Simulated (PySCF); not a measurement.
# FH4N2Sc (SMILES [NH2][Sc]([NH2])[F]) at 6 levels

Aim: a comparison of 6 runs (HF/3-21G, HF/pcseg-1, B3LYP/6-31G*, r2SCAN/6-31G*, CCSD(T)/3-21G) of FH4N2Sc. Input form: a Python script.

Program for the calculation: PySCF 2.14.0.

**1. Starting point**

The species is FH4N2Sc (8 atoms), typed as a singlet with charge 0. As SMILES, `[NH2][Sc]([NH2])[F]`. The shape is that of a PBE0-D4/def2-TZVP optimisation.

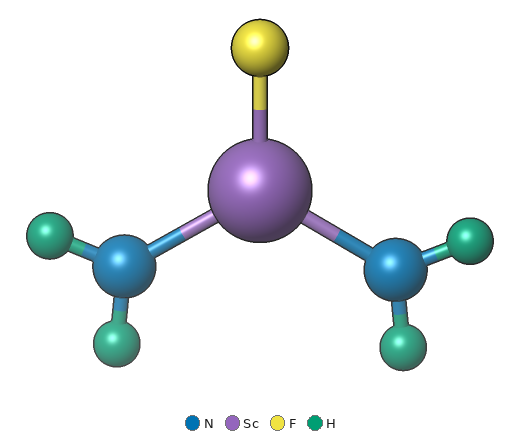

The structure, seen from a chosen angle (nitrogen blue, scandium purple, fluorine yellow, hydrogen teal).

**2. Energy and forces at HF/3-21G (run 1)**

Input file mol.xyz:

```xyz
8

N      0.685900     1.525800    -0.468900
Sc    -0.662100     0.112600    -0.121900
N     -0.045900    -1.634700     0.586400
F     -2.463900     0.419300    -0.453000
H      0.511500     2.456500    -0.826900
H      1.684400     1.447400    -0.318400
H      0.911800    -1.889200     0.795700
H     -0.621600    -2.437700     0.807000
```

Input file run.py:

```python
# [NH2][Sc]([NH2])[F]
from pyscf import gto, scf

molecule = gto.M(
    atom='mol.xyz',
    charge=0,
    basis='3-21g',
    verbose=4,
    max_memory=1860,
)

myscf = scf.RHF(molecule)
myscf.conv_tol = 1e-10
myscf.kernel()
if not myscf.converged:
    myscf = myscf.newton().run(myscf.mo_coeff, myscf.mo_occ)

energy = myscf.e_tot
print('E = %.10f Eh' % energy)
grad = myscf.nuc_grad_method().kernel()
dip = myscf.dip_moment()
pop, q = myscf.mulliken_pop()
```

Launch:

```bash
$ OMP_NUM_THREADS=1 python run.py
```

Output:

```text
PySCF version 2.14.0

[... 64 lines left out ...]
converged SCF energy = -965.73290649042
[... 12 lines left out ...]
Dipole moment(X, Y, Z, Debye):  2.23476, -0.38076,  0.41097
[... 32 lines left out ...]
pop of  1 Sc 4dxy         0.16061
pop of  1 Sc 4dyz         0.10624
pop of  1 Sc 4dz^2        0.07966
pop of  1 Sc 4dxz         0.10189
pop of  1 Sc 4dx2-y2      0.12533
pop of  2 N 1s            1.98696
pop of  2 N 2s            0.35698
pop of  2 N 3s            1.34997
pop of  2 N 2px           0.52159
pop of  2 N 2py           0.59309
pop of  2 N 2pz           0.67095
pop of  2 N 3px           0.67742
pop of  2 N 3py           0.84442
pop of  2 N 3pz           1.08645
pop of  3 F 1s            1.98448
pop of  3 F 2s            0.43521
pop of  3 F 3s            1.54336
pop of  3 F 2px           0.81138
pop of  3 F 2py           0.82172
pop of  3 F 2pz           0.82397
pop of  3 F 3px           1.03381
pop of  3 F 3py           1.06105
pop of  3 F 3pz           1.06636
pop of  4 H 1s            0.44545
pop of  4 H 2s            0.25697
pop of  5 H 1s            0.44573
pop of  5 H 2s            0.25949
pop of  6 H 1s            0.44574
pop of  6 H 2s            0.25947
pop of  7 H 1s            0.44542
pop of  7 H 2s            0.25702
 ** Mulliken atomic charges  **
charge of    0N =     -1.08784
charge of    1Sc =      1.57231
charge of    2N =     -1.08784
charge of    3F =     -0.58134
charge of    4H =      0.29758
charge of    5H =      0.29478
charge of    6H =      0.29479
charge of    7H =      0.29756
```

Wall time 2.6 s (1 thread of Intel Xeon at 2.70GHz, shared host); peak memory 0.13 GiB.

**3. Energy and gradient at HF/pcseg-1 (run 2)**

Input file input.py:

```python
from pyscf import gto, scf

system = gto.M(
    atom='''
N      1.296163     2.883344    -0.886093
Sc    -1.251188     0.212783    -0.230358
N     -0.086738    -3.089135     1.108135
F     -4.656096     0.792362    -0.856046
H      0.966595     4.642112    -1.562615
H      3.183055     2.735190    -0.601689
H      1.723052    -3.570071     1.503655
H     -1.174654    -4.606585     1.525009
''',
    max_memory=1860,
    verbose=3,
    unit='bohr',
    basis='pcseg-1',
)

mf = scf.RHF(system)
mf.conv_tol = 1e-10
mf.kernel()
if not mf.converged:
    mf = mf.newton().run(mf.mo_coeff, mf.mo_occ)

energy = mf.e_tot
print('Final energy', energy)
grad = mf.nuc_grad_method().kernel()
dip = mf.dip_moment()
pop, q = mf.mulliken_pop()
```

Launch:

```bash
$ OMP_NUM_THREADS=1 python input.py
```

Output:

```text
converged SCF energy = -970.428831086331
Final energy -970.4288310863308
--------------- RHF gradients ---------------
         x                y                z
0 N    -0.0087072082    -0.0092197185     0.0022626231
1 Sc    -0.0031601513     0.0005219697    -0.0005732887
2 N    -0.0039088106     0.0114434888    -0.0046246513
3 F     0.0108342146    -0.0018427249     0.0019910281
4 H    -0.0030097810     0.0056332858    -0.0024005451
5 H     0.0063449807    -0.0024020345     0.0016484036
6 H     0.0069119867     0.0001336411     0.0007974610
7 H    -0.0053052310    -0.0042679075     0.0008989693
----------------------------------------------
Dipole moment(X, Y, Z, Debye):  2.32034, -0.39543,  0.42655
 ** Mulliken pop  **
pop of  0 N 1s            1.99599
pop of  0 N 2s            0.77807
pop of  0 N 3s            0.80721
pop of  0 N 2px           0.76389
pop of  0 N 2py           0.78794
pop of  0 N 2pz           0.86467
pop of  0 N 3px           0.53449
pop of  0 N 3py           0.58768
pop of  0 N 3pz           0.84147
pop of  0 N 3dxy          0.00046
pop of  0 N 3dyz          0.00131
pop of  0 N 3dz^2         0.00113
pop of  0 N 3dxz          0.00027
pop of  0 N 3dx2-y2       0.00607
pop of  1 Sc 1s           1.99996
pop of  1 Sc 2s           2.00155
pop of  1 Sc 3s           2.01289
pop of  1 Sc 4s           0.04613
pop of  1 Sc 5s           0.00539
pop of  1 Sc 2px          2.00006
pop of  1 Sc 2py          2.00006
pop of  1 Sc 2pz          2.00001
pop of  1 Sc 3px          2.01347
pop of  1 Sc 3py          2.01091
pop of  1 Sc 3pz          2.00868
pop of  1 Sc 4px          0.01896
pop of  1 Sc 4py          0.04623
pop of  1 Sc 4pz          0.11742
pop of  1 Sc 3dxy         0.18169
pop of  1 Sc 3dyz         0.11545
pop of  1 Sc 3dz^2        0.08883
pop of  1 Sc 3dxz         0.08736
pop of  1 Sc 3dx2-y2      0.14544
pop of  1 Sc 4dxy         0.04172
pop of  1 Sc 4dyz         0.05809
pop of  1 Sc 4dz^2        0.02688
pop of  1 Sc 4dxz         0.06128
pop of  1 Sc 4dx2-y2      0.03766
pop of  1 Sc 4f-3         0.00202
pop of  1 Sc 4f-2         0.00120
pop of  1 Sc 4f-1         0.00110
pop of  1 Sc 4f+0         0.00121
pop of  1 Sc 4f+1         0.00132
pop of  1 Sc 4f+2         0.00131
pop of  1 Sc 4f+3         0.00302
pop of  2 N 1s            1.99599
pop of  2 N 2s            0.77808
pop of  2 N 3s            0.80723
pop of  2 N 2px           0.72194
pop of  2 N 2py           0.81879
pop of  2 N 2pz           0.87575
pop of  2 N 3px           0.47032
pop of  2 N 3py           0.63494
pop of  2 N 3pz           0.85839
pop of  2 N 3dxy          0.00378
pop of  2 N 3dyz          0.00060
pop of  2 N 3dz^2         0.00119
pop of  2 N 3dxz          0.00083
pop of  2 N 3dx2-y2       0.00283
pop of  3 F 1s            1.99645
pop of  3 F 2s            0.92752
pop of  3 F 3s            1.04051
pop of  3 F 2px           1.14259
pop of  3 F 2py           1.13773
pop of  3 F 2pz           1.13166
pop of  3 F 3px           0.74635
pop of  3 F 3py           0.77566
pop of  3 F 3pz           0.78088
pop of  3 F 3dxy          0.00101
pop of  3 F 3dyz          0.00007
pop of  3 F 3dz^2         0.00042
pop of  3 F 3dxz          0.00105
pop of  3 F 3dx2-y2       0.00112
pop of  4 H 1s            0.71388
pop of  4 H 2s            0.05578
pop of  4 H 2px           0.00655
pop of  4 H 2py           0.02059
pop of  4 H 2pz           0.01102
pop of  5 H 1s            0.71499
pop of  5 H 2s            0.05827
pop of  5 H 2px           0.02245
pop of  5 H 2py           0.00635
pop of  5 H 2pz           0.00931
pop of  6 H 1s            0.71500
pop of  6 H 2s            0.05827
pop of  6 H 2px           0.02176
pop of  6 H 2py           0.00686
pop of  6 H 2pz           0.00949
pop of  7 H 1s            0.71385
pop of  7 H 2s            0.05580
pop of  7 H 2px           0.01221
pop of  7 H 2py           0.01642
pop of  7 H 2pz           0.00952
 ** Mulliken atomic charges  **
charge of    0N =     -0.97065
charge of    1Sc =      1.86270
charge of    2N =     -0.97067
charge of    3F =     -0.68301
charge of    4H =      0.19218
charge of    5H =      0.18863
charge of    6H =      0.18862
charge of    7H =      0.19220
```

Wall time 14 s (1 thread of Intel Xeon at 2.70GHz, shared host); peak memory 0.2 GiB.

Run 3 isn't shown in full; the table further down has it.

**4. Energy and gradient at r2SCAN/6-31G(d) (spherical functions) (run 4)**

Input file run.py:

```python
from pyscf import gto, dft

mol = gto.Mole()
mol.atom = [
    ('N', (0.685900, 1.525800, -0.468900)),
    ('Sc', (-0.662100, 0.112600, -0.121900)),
    ('N', (-0.045900, -1.634700, 0.586400)),
    ('F', (-2.463900, 0.419300, -0.453000)),
    ('H', (0.511500, 2.456500, -0.826900)),
    ('H', (1.684400, 1.447400, -0.318400)),
    ('H', (0.911800, -1.889200, 0.795700)),
    ('H', (-0.621600, -2.437700, 0.807000)),
]
mol.verbose = 3
mol.max_memory = 1860
mol.basis = '6-31g*'
mol.build()

mf = dft.RKS(mol)
mf.xc = 'r2scan'
mf.grids.level = 5
mf.conv_tol = 1e-10
mf.kernel()
if not mf.converged:
    mf = mf.newton().run(mf.mo_coeff, mf.mo_occ)

energy = mf.e_tot
print('Final energy', energy)
grad = mf.nuc_grad_method().kernel()
dip = mf.dip_moment()
pop, q = mf.mulliken_pop()
```

Launch:

```bash
$ OMP_NUM_THREADS=1 python run.py
```

Output:

```text
converged SCF energy = -972.415012264874
Final energy -972.4150122648741
--------------- RKS gradients ---------------
         x                y                z
0 N     0.0051485751     0.0046442283    -0.0010601219
1 Sc     0.0093971122    -0.0016166874     0.0017335402
2 N     0.0027212129    -0.0058929216     0.0024708806
3 F    -0.0107486323     0.0018094584    -0.0019667978
4 H     0.0006018936    -0.0048432947     0.0018296310
5 H    -0.0050857771     0.0001885145    -0.0006889136
6 H    -0.0048061188     0.0014829231    -0.0011243426
7 H     0.0026986307     0.0042335399    -0.0012038429
----------------------------------------------
Dipole moment(X, Y, Z, Debye):  2.06115, -0.35112,  0.37904
 ** Mulliken pop  **
pop of  0 N 1s            1.99702
pop of  0 N 2s            0.77078
pop of  0 N 3s            0.95521
pop of  0 N 2px           0.78147
pop of  0 N 2py           0.80253
pop of  0 N 2pz           0.86674
pop of  0 N 3px           0.52294
pop of  0 N 3py           0.56938
pop of  0 N 3pz           0.80801
pop of  0 N 3dxy          0.00057
pop of  0 N 3dyz          0.00226
pop of  0 N 3dz^2         0.00276
pop of  0 N 3dxz          0.00022
pop of  0 N 3dx2-y2       0.00906
pop of  1 Sc 1s           1.99995
pop of  1 Sc 2s           1.99931
pop of  1 Sc 3s           2.00003
pop of  1 Sc 4s           0.12866
pop of  1 Sc 5s           0.00828
pop of  1 Sc 2px          1.99921
pop of  1 Sc 2py          1.99934
pop of  1 Sc 2pz          1.99934
pop of  1 Sc 3px          1.99834
pop of  1 Sc 3py          1.99953
pop of  1 Sc 3pz          1.99988
pop of  1 Sc 4px          0.02855
pop of  1 Sc 4py          0.10043
pop of  1 Sc 4pz          0.12566
pop of  1 Sc 5px          0.02407
pop of  1 Sc 5py          0.02473
pop of  1 Sc 5pz          0.05280
pop of  1 Sc 3dxy         0.14348
pop of  1 Sc 3dyz         0.10902
pop of  1 Sc 3dz^2        0.08451
pop of  1 Sc 3dxz         0.08819
pop of  1 Sc 3dx2-y2      0.12775
pop of  1 Sc 4dxy         0.15909
pop of  1 Sc 4dyz         0.12343
pop of  1 Sc 4dz^2        0.07963
pop of  1 Sc 4dxz         0.12416
pop of  1 Sc 4dx2-y2      0.11146
pop of  1 Sc 4f-3         0.00230
pop of  1 Sc 4f-2         0.00129
pop of  1 Sc 4f-1         0.00117
pop of  1 Sc 4f+0         0.00135
pop of  1 Sc 4f+1         0.00133
pop of  1 Sc 4f+2         0.00145
pop of  1 Sc 4f+3         0.00291
pop of  2 N 1s            1.99702
pop of  2 N 2s            0.77079
pop of  2 N 3s            0.95523
pop of  2 N 2px           0.74567
pop of  2 N 2py           0.82886
pop of  2 N 2pz           0.87620
pop of  2 N 3px           0.48763
pop of  2 N 3py           0.59540
pop of  2 N 3pz           0.81728
pop of  2 N 3dxy          0.00555
pop of  2 N 3dyz          0.00129
pop of  2 N 3dz^2         0.00264
pop of  2 N 3dxz          0.00130
pop of  2 N 3dx2-y2       0.00409
pop of  3 F 1s            1.99716
pop of  3 F 2s            0.92558
pop of  3 F 3s            1.06158
pop of  3 F 2px           1.09042
pop of  3 F 2py           1.09785
pop of  3 F 2pz           1.09015
pop of  3 F 3px           0.72385
pop of  3 F 3py           0.76167
pop of  3 F 3pz           0.76252
pop of  3 F 3dxy          0.00176
pop of  3 F 3dyz          0.00012
pop of  3 F 3dz^2         0.00078
pop of  3 F 3dxz          0.00182
pop of  3 F 3dx2-y2       0.00211
pop of  4 H 1s            0.49952
pop of  4 H 2s            0.16222
pop of  5 H 1s            0.49990
pop of  5 H 2s            0.16539
pop of  6 H 1s            0.49991
pop of  6 H 2s            0.16538
pop of  7 H 1s            0.49950
pop of  7 H 2s            0.16226
 ** Mulliken atomic charges  **
charge of    0N =     -1.08895
charge of    1Sc =      1.34934
charge of    2N =     -1.08894
charge of    3F =     -0.51735
charge of    4H =      0.33825
charge of    5H =      0.33471
charge of    6H =      0.33471
charge of    7H =      0.33823
```

Wall time 53 s (1 thread of Intel Xeon at 2.70GHz, shared host); peak memory 0.83 GiB.

Run 5 isn't shown in full; the table further down has it.

**5. The energy at CCSD(T)/3-21G (run 6)**

Input file job.py:

```python
# [NH2][Sc]([NH2])[F]
from pyscf import gto, scf, cc

mol = gto.M(
    atom=[
    ('N', (0.685900, 1.525800, -0.468900)),
    ('Sc', (-0.662100, 0.112600, -0.121900)),
    ('N', (-0.045900, -1.634700, 0.586400)),
    ('F', (-2.463900, 0.419300, -0.453000)),
    ('H', (0.511500, 2.456500, -0.826900)),
    ('H', (1.684400, 1.447400, -0.318400)),
    ('H', (0.911800, -1.889200, 0.795700)),
    ('H', (-0.621600, -2.437700, 0.807000)),
],
    charge=0,
    basis='3-21g',
    spin=0,
    verbose=4,
    max_memory=1860,
)

mf = scf.RHF(mol)
mf.conv_tol = 1e-10
mf.kernel()
if not mf.converged:
    mf = mf.newton().run(mf.mo_coeff, mf.mo_occ)

mycc = cc.CCSD(mf, frozen=8)
mycc.kernel()
e_t = mycc.ccsd_t()
e_tot = mycc.e_tot + e_t
print('E(%s) = %.9f' % ('CCSD(T)', e_tot))
mf.analyze()
```

Launch:

```bash
$ OMP_NUM_THREADS=1 python job.py
```

Output:

```text
PySCF version 2.14.0

[... 64 lines left out ...]
converged SCF energy = -965.73290649042
[... 36 lines left out ...]
Two-electron Coulomb Energy =          622.407823017164901
[... 8 lines left out ...]
MO #6   energy= -15.6672488491652  occ= 2
[... 6 lines left out ...]
MO #13  energy= -1.41412703717758  occ= 2
[... 6 lines left out ...]
MO #20  energy= -0.535333814424721 occ= 2
[... 6 lines left out ...]
MO #27  energy= 0.0730710670276453 occ= 0
[... 6 lines left out ...]
MO #34  energy= 0.216674881540596  occ= 0
[... 6 lines left out ...]
MO #41  energy= 0.432854595423497  occ= 0
[... 6 lines left out ...]
MO #48  energy= 1.53541682309401   occ= 0
[... 6 lines left out ...]
MO #55  energy= 1.75344390862681   occ= 0
[... 6 lines left out ...]
MO #62  energy= 3.85573712196374   occ= 0
[... 34 lines left out ...]
pop of  1 Sc 4dyz         0.00080
pop of  1 Sc 4dz^2        0.00050
pop of  1 Sc 4dxz         0.00125
pop of  1 Sc 4dx2-y2      0.00063
pop of  2 N 1s            1.99977
pop of  2 N 2s            1.42697
pop of  2 N 3s            0.00481
pop of  2 N 2px           1.20692
pop of  2 N 2py           1.44017
pop of  2 N 2pz           1.76543
pop of  2 N 3px           0.00126
pop of  2 N 3py           0.00858
pop of  2 N 3pz           0.02377
pop of  3 F 1s            1.99989
pop of  3 F 2s            1.92239
pop of  3 F 3s            0.00306
pop of  3 F 2px           1.84613
pop of  3 F 2py           1.91154
pop of  3 F 2pz           1.91157
pop of  3 F 3px           0.00139
pop of  3 F 3py           0.00201
pop of  3 F 3pz           0.00184
pop of  4 H 1s            0.81261
pop of  4 H 2s            0.00870
pop of  5 H 1s            0.81531
pop of  5 H 2s            0.00846
pop of  6 H 1s            0.81530
pop of  6 H 2s            0.00846
pop of  7 H 1s            0.81263
pop of  7 H 2s            0.00870
 ** Mulliken atomic charges  **
charge of    0N =     -0.87771
charge of    1Sc =      1.64540
charge of    2N =     -0.87769
charge of    3F =     -0.59982
charge of    4H =      0.17868
charge of    5H =      0.17623
charge of    6H =      0.17624
charge of    7H =      0.17867
Dipole moment(X, Y, Z, Debye):  2.23476, -0.38076,  0.41097
```

It took 8.7 s on 1 thread of Intel Xeon at 2.70GHz, shared host; peak memory 0.22 GiB.

**6. Overview of the runs**

| run | level | integration grid | Cartesian functions | task | energy (Eh) | dipole moment (D) of the reference | HOMO energy (eV) | LUMO energy (eV) | wall time |
| --- | --- | --- | --- | --- | --- | --- | --- | --- | --- |
| 1 | HF/3-21G | – | no | gradient | -965.732906 | 2.30 | -9.87 | 1.21 | 2.6 s |
| 2 | HF/pcseg-1 | – | no | gradient | -970.428831 | 2.39 | -10.39 | 0.94 | 14 s |
| 3 | B3LYP/6-31G* (spherical functions) | 5 | no | gradient | -972.569722 | 2.13 | -6.33 | -1.45 | 38 s |
| 4 | r2SCAN/6-31G* (spherical functions) | 5 | no | gradient | -972.415012 | 2.12 | -5.47 | -1.54 | 53 s |
| 5 | B3LYP/6-31G* (Cartesian functions) | 5 | yes | gradient | -972.579068 | 2.09 | -6.32 | -1.43 | 42 s |
| 6 | CCSD(T)/3-21G | – | no | energy | -966.285867 | 2.30 | -9.87 | 1.21 | 8.7 s |

**7. Summary of results**

| quantity | value |
| --- | --- |
| run 6: total energy | -966.28587 Eh |
| run 6: dipole moment (Hartree–Fock density) | 2.30 D |
| run 6: HOMO energy (Hartree–Fock orbitals) | -9.87 eV |
| run 6: LUMO energy (Hartree–Fock orbitals) | 1.21 eV |
| run 6: HOMO–LUMO gap (Hartree–Fock orbitals) | 11.08 eV |
| run 6: correlation energy (8 core orbitals frozen) | -553.0 mEh |
| run 6: (T) correction | -13.52 mEh |
| run 6: T1 diagnostic | 0.017 |

Among the runs that give it from their own density at one geometry, the dipole moment runs from 2.09 D (B3LYP/6-31G*) to 2.39 D (HF/pcseg-1). Basis or surroundings differ between these two runs. Among the runs that give it from their own density at one geometry, the HOMO–LUMO gap runs from 3.93 eV (r2SCAN/6-31G*) to 11.33 eV (HF/pcseg-1). Totals of different functionals can't be ranked against each other. All runs together took 2.6 min, the longest 53 s.
